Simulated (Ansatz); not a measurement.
## Run report: C2H5NSi, geometry relaxation

System: C2H5NSi.
Method: RKS PBE0-D4/def2-mTZVP (Ansatz 0.2.0).

It belongs to a series of runs on one base structure; here: end point A relaxed. Figures and captions count atoms from 1; the log counts them from 0 in places.

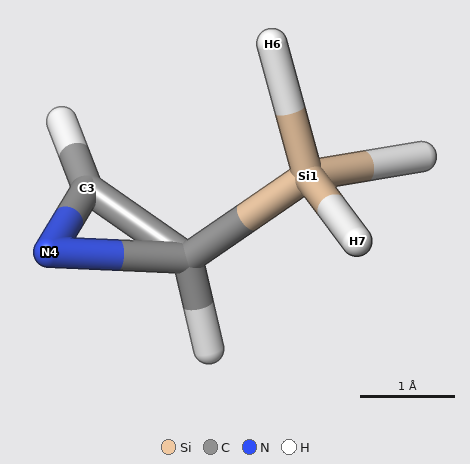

Figure 1. The structure as given in the input (stick view, seen at a tilt; atoms are numbered from 1 in the order of the input). Bond lengths as drawn: C–C 1.40 Å, C–H 1.07 to 1.11 Å, C–N 1.34 to 1.60 Å, C–Si 1.79 Å and H–Si 1.50 to 1.53 Å.

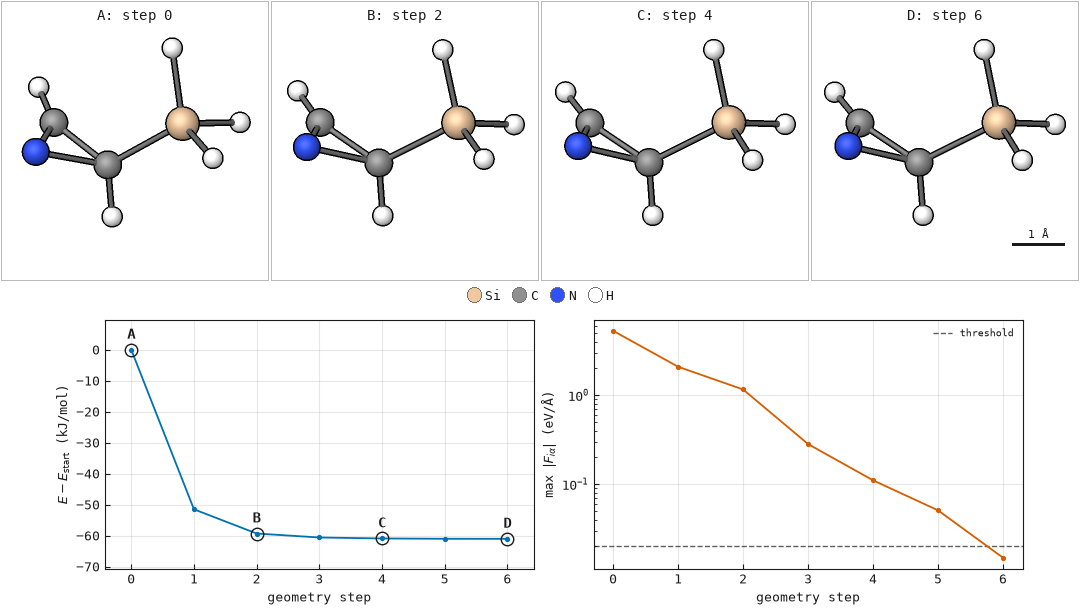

Figure 2. Frames of the relaxation (ball-and-stick view, seen at a tilt) above the curves, on which the letters mark them (the first geometry is step 0 here and step 1 in the log).

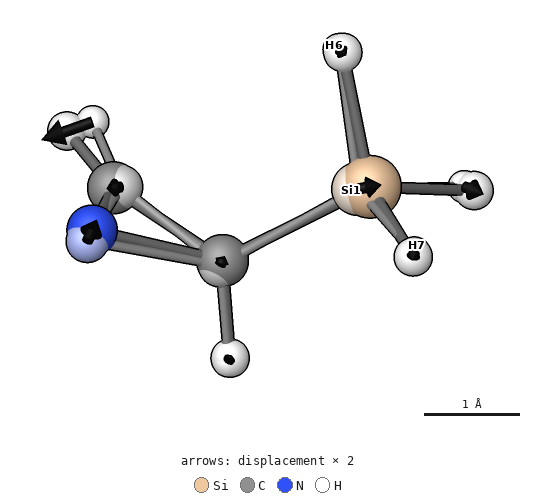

Figure 3. Start (faint) and end (solid) with the displacements as black arrows, magnified 2 times (ball-and-stick view, seen at a tilt). The two geometries are laid on each other by the best rigid fit. The largest move after the best rigid fit is that of H9, 0.29 Å. By element the largest moves are H 0.29 Å, N 0.15 Å, Si 0.13 Å, C 0.09 Å. Among the contacts that change: C3–N4 1.343 → 1.244 Å, Si1–C2 1.786 → 1.875 Å, C2–C3 1.397 → 1.453 Å, Si1–H5 1.530 → 1.490 Å. Among the angles that change: C2–C3–H9 142.1° → 150.4°, N4–C3–H9 146.5° → 139.2°, Si1–C2–C3 117.3° → 123.7°. The energy falls by 61.0 kJ/mol in 6 geometry steps. Largest force component: 5.3 eV/Å at the start, 0.015 eV/Å at the end. (Atoms are counted from 1 in the order of the input.)

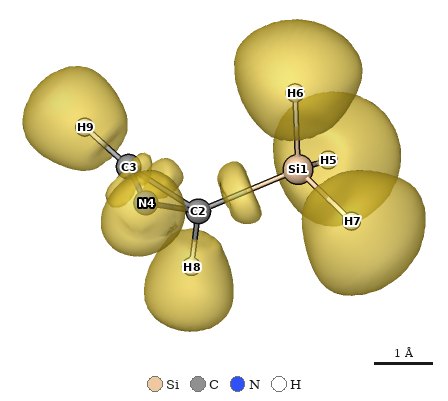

Figure 4. Isosurface of the ELF at 0.85 (yellow), seen at a tilt. Only the valence region is drawn (cores and ρ < 0.01 e/Å³ removed). Profiles from the grid: C–N (1.24 Å): the ELF peaks at about 0.85 between the atoms; a multiple bond by its length, whose ELF region spreads away from the axis.

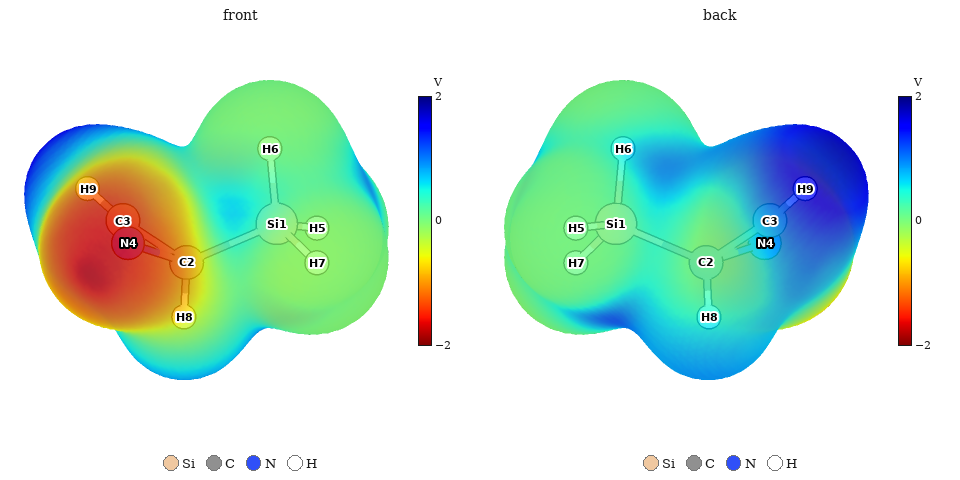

Figure 5. The electrostatic potential painted on the density surface at 0.002 e/bohr³, seen at a tilt and from behind; the colour scale runs from red (negative) to blue (positive). A positive charge is drawn to the negative regions and a negative charge to the positive ones.

The input that produced these results follows, with the program's output.

Input file
```yaml
crystal:
  periodic: [false, false, false]
  atoms:
    - { symbol: Si, position_ang: [-0.4274, 0.8251, -0.681] }
    - { symbol: C, position_ang: [0.3759, -0.67, -0.1248] }
    - { symbol: C, position_ang: [0.424, -0.8964, 1.2531] }
    - { symbol: "N", position_ang: [1.6463, -0.5274, 0.8377] }
    - { symbol: H, position_ang: [-1.8346, 0.5139, -1.1937] }
    - { symbol: H, position_ang: [-0.6527, 1.8609, 0.4133] }
    - { symbol: H, position_ang: [0.2702, 1.5231, -1.8133] }
    - { symbol: H, position_ang: [0.4937, -1.4782, -0.8197] }
    - { symbol: H, position_ang: [-0.2069, -1.1973, 2.1114] }
basis:
  gaussian: { orbitals: def2-mTZVP }
hamiltonian:
  xc: pbe0
  dispersion: d4
relax:
  f_tol: 0.02
  max_steps: 50
output:
  orbitals: {}
```

Command:
```bash
ansatz run input.yaml --threads 2 --pin off --max-ram 3072MiB --backend cpu --events-out ev --progress --plain --runs-dir out
```

What the program printed
```
The last accepted step is kept in [file] (removed where the run ends without a failure and the disk answers)
Engine: ansatz 0.2.0, x86_64-unknown-linux-gnu
Functional definition: PBE0
  parameter a = 0.25
  parameter kappa = 0.804
  parameter beta = 0.06672455060314922
  exchange = (1 - a)*pbe_x(kappa = kappa, mu = beta*pi^2/3) + a*exact_x
  correlation = pbe_c(beta = beta)
936 factors; integrals over basis functions are off by at most 5.9e-4 eV
mean field evaluation 1: about -11509.0584 eV, gradient 4.2e1 eV
mean field evaluation 2: about -11507.0004 eV, gradient 5.0e1 eV
mean field evaluation 4: about -11513.0239 eV, gradient 5.9e0 eV
mean field evaluation 8: about -11513.1541 eV, gradient 4.5e-2 eV
mean field evaluation 16: about -11513.1541 eV, gradient 3.9e-5 eV
mean field -11513.15408145 eV, -423.1006085971 hartree, gradient 3.9e-5 eV, S^2 0.000000; 0 other end points of the search recorded, 0 dependent functions left out
the calculation of the forces begins
reference -11513.15411159 eV, -423.1006097049 hartree; 19, 19 occupied and 75, 75 virtual orbitals, 936 factors
relax step   1: F+E_penalty+E_count = -11513.29691868 eV  Δ(F+E_penalty+E_count) = +0.000e0 eV  max|allowed force component| = 5.282e0 eV/Å  Δτ_max = 0.0000 Å  (26 SCF iters, accepted)
these checks for a lower state are left out or cut short: starts, cluster_reference, orbital_swaps, neighbouring_geometries, increment
936 factors; integrals over basis functions are off by at most 5.9e-4 eV
mean field -11513.68866922 eV, -423.1202543352 hartree, gradient 1.9e-5 eV, S^2 0.000000; 0 other end points of the search recorded, 0 dependent functions left out
the calculation of the forces begins
reference -11513.68869946 eV, -423.1202554468 hartree; 19, 19 occupied and 75, 75 virtual orbitals, 936 factors
relax step   2: F+E_penalty+E_count = -11513.83065822 eV  Δ(F+E_penalty+E_count) = -5.337e-1 eV  max|allowed force component| = 2.086e0 eV/Å  Δτ_max = 0.1296 Å  (30 SCF iters, accepted)
these checks for a lower state are left out or cut short: starts, cluster_reference, orbital_swaps, neighbouring_geometries, increment
936 factors; integrals over basis functions are off by at most 6.0e-4 eV
mean field -11513.77097951 eV, -423.1232791827 hartree, gradient 2.5e-5 eV, S^2 0.000000; 0 other end points of the search recorded, 0 dependent functions left out
the calculation of the forces begins
reference -11513.77100980 eV, -423.1232802959 hartree; 19, 19 occupied and 75, 75 virtual orbitals, 936 factors
relax step   3: F+E_penalty+E_count = -11513.91163516 eV  Δ(F+E_penalty+E_count) = -8.098e-2 eV  max|allowed force component| = 1.159e0 eV/Å  Δτ_max = 0.0973 Å  (31 SCF iters, accepted)
these checks for a lower state are left out or cut short: starts, cluster_reference, orbital_swaps, neighbouring_geometries, increment
936 factors; integrals over basis functions are off by at most 6.0e-4 eV
mean field evaluation 32: about -11513.7214 eV, gradient 2.2e-2 eV
mean field -11513.78431964 eV, -423.1237694236 hartree, gradient 1.9e-5 eV, S^2 0.000000; 0 other end points of the search recorded, 0 dependent functions left out
the calculation of the forces begins
reference -11513.78434990 eV, -423.1237705354 hartree; 19, 19 occupied and 75, 75 virtual orbitals, 936 factors
relax step   4: F+E_penalty+E_count = -11513.92492115 eV  Δ(F+E_penalty+E_count) = -1.329e-2 eV  max|allowed force component| = 2.824e-1 eV/Å  Δτ_max = 0.0241 Å  (31 SCF iters, accepted)
these checks for a lower state are left out or cut short: starts, cluster_reference, orbital_swaps, neighbouring_geometries, increment
936 factors; integrals over basis functions are off by at most 5.9e-4 eV
mean field -11513.78763336 eV, -423.1238912005 hartree, gradient 1.8e-5 eV, S^2 0.000000; 0 other end points of the search recorded, 0 dependent functions left out
the calculation of the forces begins
reference -11513.78766360 eV, -423.1238923119 hartree; 19, 19 occupied and 75, 75 virtual orbitals, 936 factors
relax step   5: F+E_penalty+E_count = -11513.92817957 eV  Δ(F+E_penalty+E_count) = -3.258e-3 eV  max|allowed force component| = 1.106e-1 eV/Å  Δτ_max = 0.0239 Å  (32 SCF iters, accepted)
these checks for a lower state are left out or cut short: starts, cluster_reference, orbital_swaps, neighbouring_geometries, increment
936 factors; integrals over basis functions are off by at most 5.9e-4 eV
mean field -11513.78874061 eV, -423.1239318911 hartree, gradient 2.6e-5 eV, S^2 0.000000; 0 other end points of the search recorded, 0 dependent functions left out
the calculation of the forces begins
reference -11513.78877083 eV, -423.1239330016 hartree; 19, 19 occupied and 75, 75 virtual orbitals, 936 factors
relax step   6: F+E_penalty+E_count = -11513.92923675 eV  Δ(F+E_penalty+E_count) = -1.057e-3 eV  max|allowed force component| = 5.088e-2 eV/Å  Δτ_max = 0.0194 Å  (25 SCF iters, accepted)
these checks for a lower state are left out or cut short: starts, cluster_reference, orbital_swaps, neighbouring_geometries, increment
936 factors; integrals over basis functions are off by at most 5.9e-4 eV
mean field -11513.78887871 eV, -423.1239369663 hartree, gradient 1.5e-5 eV, S^2 0.000000; 0 other end points of the search recorded, 0 dependent functions left out
the calculation of the forces begins
reference -11513.78890894 eV, -423.1239380771 hartree; 19, 19 occupied and 75, 75 virtual orbitals, 936 factors
relax step   7: F+E_penalty+E_count = -11513.92938560 eV  Δ(F+E_penalty+E_count) = -1.489e-4 eV  max|allowed force component| = 1.494e-2 eV/Å  Δτ_max = 0.0046 Å  (25 SCF iters, accepted)
936 factors; integrals over basis functions are off by at most 5.9e-4 eV
mean field evaluation 64: about -11513.7255 eV, gradient 3.2e-1 eV
mean field -11513.78887871 eV, -423.1239369663 hartree, gradient 1.5e-5 eV, S^2 0.000000; 1 other end points of the search recorded, 0 dependent functions left out
the calculation of the forces begins
reference -11513.78890894 eV, -423.1239380771 hartree; 19, 19 occupied and 75, 75 virtual orbitals, 936 factors
Total energy: -11513.92941582 eV, -423.1291016099 hartree
Atom 0 at    -0.495630     0.906730    -0.755147 Å, force     0.014937     0.005467    -0.003356 eV/Å
Atom 1 at     0.329338    -0.645794    -0.103399 Å, force    -0.005798    -0.004917     0.012672 eV/Å
Atom 2 at     0.441940    -0.966615     1.309392 Å, force    -0.003131    -0.006216    -0.006063 eV/Å
Atom 3 at     1.518402    -0.496522     0.900816 Å, force     0.003492     0.004022    -0.002099 eV/Å
Atom 4 at    -1.840585     0.577042    -1.305276 Å, force     0.000858    -0.001205     0.002282 eV/Å
Atom 5 at    -0.645106     1.880677     0.359499 Å, force    -0.004843    -0.001215     0.000557 eV/Å
Atom 6 at     0.314979     1.518789    -1.842457 Å, force    -0.005212     0.003413    -0.003741 eV/Å
Atom 7 at     0.455219    -1.470361    -0.806407 Å, force     0.000030    -0.001486     0.000262 eV/Å
Atom 8 at     0.009944    -1.350246     2.225979 Å, force    -0.000332     0.002136    -0.000514 eV/Å
Dipole moment:    -0.353650    -0.247145     0.125619 e Å
```

Trajectory as extended XYZ (Å, eV, eV/Å), 7 frames, from step=1 to step=7
```
9
Properties=species:S:1:pos:R:3:forces:R:3 step=1 energy=-11513.29692
Si   -0.4274    0.8251   -0.6810   -1.7315   2.3930  -1.2473
C     0.3759   -0.6700   -0.1248    1.2301  -0.1919  -0.8379
C     0.4240   -0.8964    1.2531    4.2653   0.3025   0.6651
N     1.6463   -0.5274    0.8377   -5.2818  -1.3677   1.9616
H    -1.8346    0.5139   -1.1937    0.5456  -0.0297   0.1773
H    -0.6527    1.8609    0.4133    0.2924  -0.5623  -0.2221
H     0.2702    1.5231   -1.8133    0.0058  -0.1585   0.1754
H     0.4937   -1.4782   -0.8197   -0.2254  -0.6297  -0.3523
H    -0.2069   -1.1973    2.1114    0.8995   0.2443  -0.3199
9
Properties=species:S:1:pos:R:3:forces:R:3 step=2 energy=-11513.83066
Si   -0.4626    0.8719   -0.7374   -0.5707   0.8800  -0.2793
C     0.3538   -0.6466   -0.1202    0.5348  -0.1917  -0.1418
C     0.4429   -0.9236    1.2826    1.3849   0.3724   0.0229
N     1.5717   -0.4799    0.8934   -2.0861  -0.8738   0.5469
H    -1.8295    0.5125   -1.2486    0.1733   0.0876   0.0483
H    -0.6005    1.8278    0.4117   -0.0043  -0.1216  -0.1851
H     0.2864    1.5449   -1.8414   -0.0335  -0.0879   0.0697
H     0.4386   -1.4795   -0.8128    0.1425  -0.1801  -0.0255
H    -0.1121   -1.2737    2.1557    0.4591   0.1151  -0.0563
9
Properties=species:S:1:pos:R:3:forces:R:3 step=3 energy=-11513.91164
Si   -0.4853    0.9021   -0.7556    0.0342   0.0386   0.0160
C     0.3396   -0.6494   -0.1110    0.2054  -0.0229  -0.0366
C     0.4535   -0.9395    1.3072   -1.1595  -0.5883   0.2807
N     1.5393   -0.5256    0.9071    0.8254   0.4528  -0.4245
H    -1.8314    0.5601   -1.2892   -0.0372  -0.0149  -0.0142
H    -0.6376    1.8528    0.3774   -0.0041   0.0353   0.0009
H     0.2897    1.5486   -1.8485    0.0264  -0.0118   0.0032
H     0.4558   -1.4852   -0.8066   -0.0359   0.0555   0.1163
H    -0.0350   -1.3103    2.2023    0.1453   0.0557   0.0583
9
Properties=species:S:1:pos:R:3:forces:R:3 step=4 energy=-11513.92492
Si   -0.4866    0.9054   -0.7549   -0.0335  -0.0234   0.0031
C     0.3331   -0.6515   -0.1081    0.1700   0.0507   0.0577
C     0.4503   -0.9563    1.3076   -0.2824  -0.0927  -0.0363
N     1.5328   -0.5032    0.9024    0.0174   0.0254  -0.0817
H    -1.8336    0.5647   -1.2917   -0.0138   0.0101  -0.0118
H    -0.6390    1.8684    0.3686    0.0054   0.0062   0.0032
H     0.2988    1.5401   -1.8477    0.0228  -0.0210   0.0065
H     0.4550   -1.4843   -0.8024   -0.0062   0.0235   0.0108
H    -0.0222   -1.3296    2.2091    0.1203   0.0211   0.0485
9
Properties=species:S:1:pos:R:3:forces:R:3 step=5 energy=-11513.92818
Si   -0.4947    0.9062   -0.7551    0.0187  -0.0281   0.0002
C     0.3299   -0.6482   -0.1057    0.0739   0.0231   0.0869
C     0.4473   -0.9636    1.3087   -0.0395   0.0332  -0.1006
N     1.5250   -0.4939    0.9006   -0.1106  -0.0466   0.0079
H    -1.8414    0.5750   -1.3006    0.0021   0.0061   0.0005
H    -0.6406    1.8754    0.3639   -0.0075   0.0040   0.0010
H     0.3108    1.5235   -1.8433   -0.0043  -0.0013  -0.0022
H     0.4571   -1.4768   -0.8025   -0.0011   0.0021  -0.0252
H    -0.0048   -1.3439    2.2170    0.0683   0.0074   0.0314
9
Properties=species:S:1:pos:R:3:forces:R:3 step=6 energy=-11513.92924
Si   -0.4947    0.9072   -0.7558   -0.0090  -0.0136   0.0015
C     0.3268   -0.6472   -0.1027    0.0252   0.0110   0.0357
C     0.4436   -0.9684    1.3103    0.0060   0.0369  -0.0509
N     1.5174   -0.4920    0.9005   -0.0377  -0.0324   0.0230
H    -1.8407    0.5804   -1.3048   -0.0011  -0.0025  -0.0017
H    -0.6450    1.8804    0.3592    0.0032   0.0027   0.0014
H     0.3145    1.5184   -1.8448    0.0008  -0.0008   0.0041
H     0.4569   -1.4717   -0.8043   -0.0038  -0.0042  -0.0176
H     0.0097   -1.3535    2.2255    0.0164   0.0029   0.0044
9
Properties=species:S:1:pos:R:3:forces:R:3 step=7 energy=-11513.92939
Si   -0.4956    0.9067   -0.7551    0.0149   0.0055  -0.0034
C     0.3293   -0.6458   -0.1034   -0.0058  -0.0049   0.0127
C     0.4419   -0.9666    1.3094   -0.0031  -0.0062  -0.0061
N     1.5184   -0.4965    0.9008    0.0035   0.0040  -0.0021
H    -1.8406    0.5770   -1.3053    0.0009  -0.0012   0.0023
H    -0.6451    1.8807    0.3595   -0.0048  -0.0012   0.0006
H     0.3150    1.5188   -1.8425   -0.0052   0.0034  -0.0037
H     0.4552   -1.4704   -0.8064    0.0000  -0.0015   0.0003
H     0.0099   -1.3502    2.2260   -0.0003   0.0021  -0.0005
```

Key numbers

| quantity | value |
| --- | --- |
| outcome | converged |
| total energy | −11513.9294 eV |
| mean-field energy | −11513.7889 eV |
| largest force (length of the vector) at the end | 0.016 eV/Å |
| hardware | 2 threads of Intel Xeon @ 2.60GHz (Ice Lake), 24 GiB of memory available, shared host |
| wall time | 14 s (CPU time 26 s) |
| peak memory | 0.2 GiB |
